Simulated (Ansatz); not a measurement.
# C2H7FO2Si2: what the fields show

```yaml
atoms:
  - { symbol: O, position_ang: [-1.6581, -2.0858, -0.9247] }
  - { symbol: C, position_ang: [-0.6506, -2.7155, -0.6439] }
  - { symbol: O, position_ang: [0.5666, -2.1663, -0.4556] }
  - { symbol: Si, position_ang: [0.6268, -0.4468, -0.6801] }
  - { symbol: F, position_ang: [2.2068, -0.1575, -0.4563] }
  - { symbol: C, position_ang: [-0.3527, 0.4727, 0.6035] }
  - { symbol: Si, position_ang: [0.1980, 2.2824, 0.7910] }
  - { symbol: H, position_ang: [-0.6149, -3.8166, -0.5116] }
  - { symbol: H, position_ang: [0.2904, -0.1194, -2.0945] }
  - { symbol: H, position_ang: [-1.4174, 0.4241, 0.3145] }
  - { symbol: H, position_ang: [-0.2528, -0.0388, 1.5783] }
  - { symbol: H, position_ang: [0.4252, 2.8940, -0.5608] }
  - { symbol: H, position_ang: [-0.8545, 3.0830, 1.4994] }
  - { symbol: H, position_ang: [1.4744, 2.3612, 1.5697] }
```

Theory: RKS PBE-D4/6-31G* (Ansatz 0.2.0).

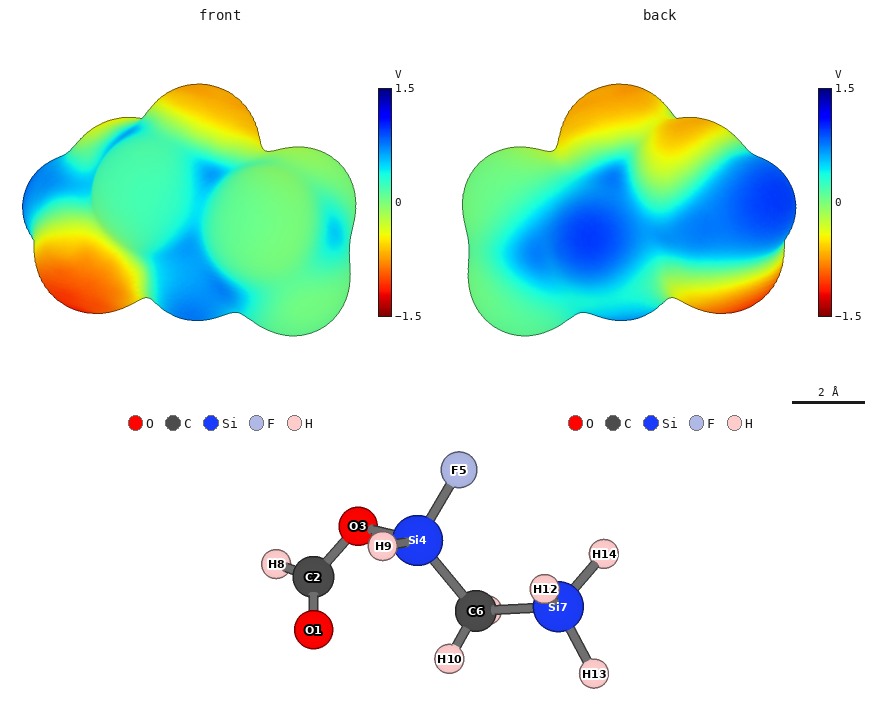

Figure 1. The molecular electrostatic potential painted on the density surface at 0.001 e/bohr³, seen from the front and from behind; red is negative and blue positive. The bare structure is drawn below in the same view.

Which sites attract a positive test charge, and which a negative one?

Answer. A positive charge is drawn to the negative regions and a negative charge to the positive ones. The most negative region (about −1.1 V) lies over O1, the most positive (about +0.9 V) over H8 and H11. O1 is the likeliest acceptor of a hydrogen bond.

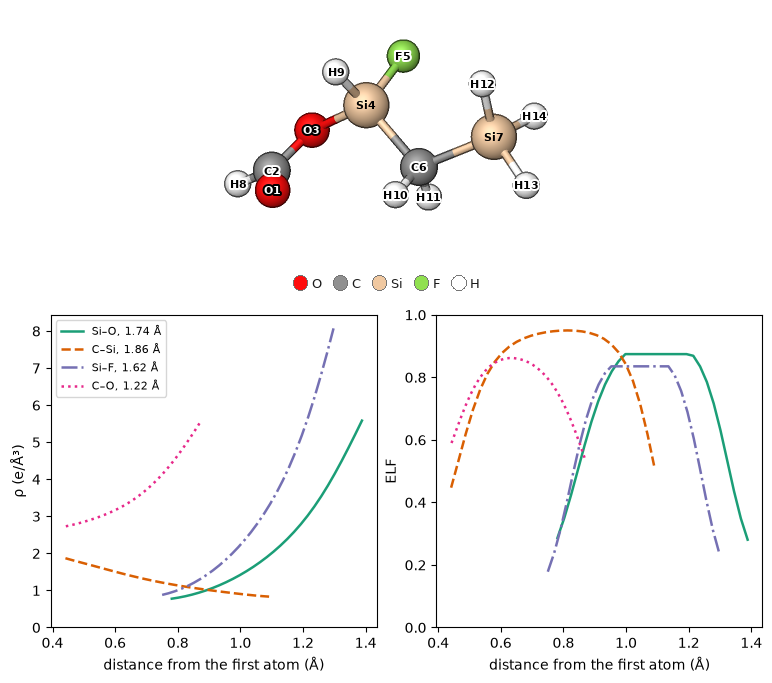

Figure 2. Total electron density and electron localisation function along straight lines between neighbouring atoms. The curves leave out the atomic cores. The structure is drawn too.

What can be read from the curves?

Answer. Si–O (1.74 Å): the density is about 0.94 e/Å³ at the midpoint; the ELF peaks at about 0.85 between the atoms: a shared but strongly polarised pair.
C–Si (1.86 Å): ρ is about 0.98 e/Å³ halfway; the ELF peaks at about 0.95 between the atoms; a covalent bond.
Si–F (1.62 Å): the density is about 1 e/Å³ at the midpoint; the ELF peaks at about 0.85 in the valence shell of F, 0.7 Å from its nucleus, and is about 0.40 at the midpoint.
C–O (1.22 Å): ρ is about 3.2 e/Å³ halfway; the ELF peaks at about 0.85 between the atoms: a short, multiple covalent bond.

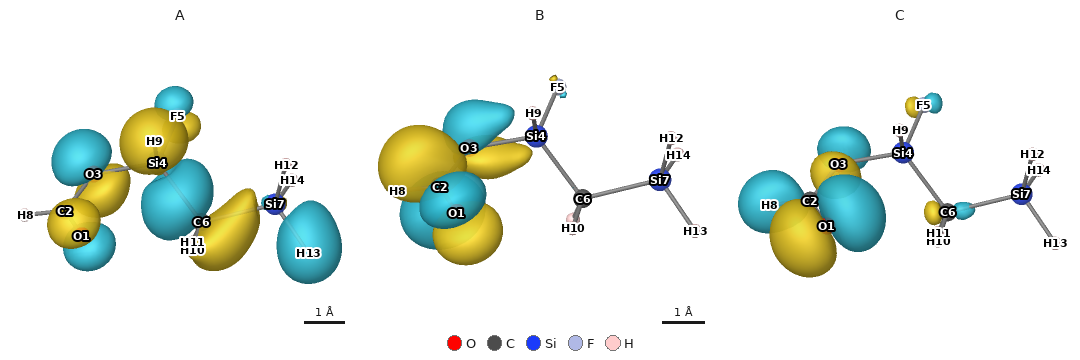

Figure 3. Three frontier orbitals at ±0.1 Å⁻³ᐟ² (yellow and cyan are the two phases), in no order.

Which picture is the HOMO−1, the HOMO and the LUMO?

Answer. A is the HOMO−1 (−7.52 eV). It lies mainly on C6 (about 20 %), O3 (about 20 %), Si4 (about 15 %), Si7 (about 10 %), O1 (about 10 %) and H13 (about 10 %). C is the HOMO (−6.72 eV). Its weight (Hirshfeld) is mainly on O1 (about 70 %), C2 (about 10 %) and O3 (about 10 %); largely a lone pair of O1. B is the LUMO (−1.44 eV). It lies mainly on C2 (about 45 %), O1 (about 30 %) and O3 (about 15 %); π-antibonding (π*) across C2–O1.

What is the HOMO–LUMO gap?

Answer. 5.28 eV between the orbital energies.
